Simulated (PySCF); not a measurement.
SMILES C[Si](C)(C)[SiH2][SiH2][GeH3] (C3H16GeSi3) at its GFN2-xTB optimised geometry (Å):

```
23

C      1.5929     1.5758     0.0000
Si    -0.3174     1.5758     0.0000
C     -0.8954     0.7532     1.6262
C     -0.9148     3.3920     0.0000
Si    -1.1266     0.3437    -1.8175
Si    -0.8674    -1.9561    -1.5682
Ge     1.2158    -2.4955    -0.6473
H      1.9900     2.0538    -0.8909
H      1.9798     0.5593     0.0262
H      1.9991     2.1004     0.8606
H     -1.9791     0.7091     1.6867
H     -0.5215    -0.2652     1.7003
H     -0.5426     1.2928     2.5007
H     -0.5359     3.9456     0.8552
H     -1.9991     3.4455     0.0296
H     -0.5881     3.9104    -0.8967
H     -2.5478     0.6277    -2.0834
H     -0.4684     0.7571    -3.0706
H     -0.9990    -2.7400    -2.8038
H     -1.8781    -2.5312    -0.6688
H      2.4015    -1.8585    -1.3218
H      1.4172    -2.0854     0.7877
H      1.6136    -3.9456    -0.6151
```

Level of theory: PBE/def2-SVP run with PySCF.

Map of the electrostatic potential (hartree/e), clipped to [-0.08, 0.12] on the plane z = 0.8 Å:

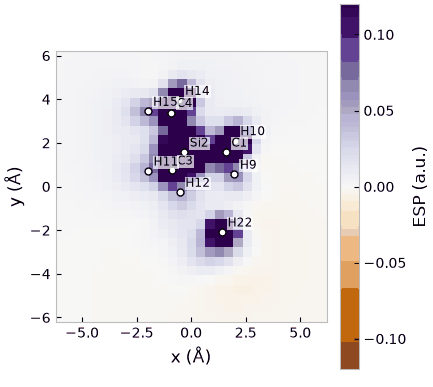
Electrostatic potential (hartree/e), clipped to [-0.08, 0.12] on the plane z = 0.8 Å.
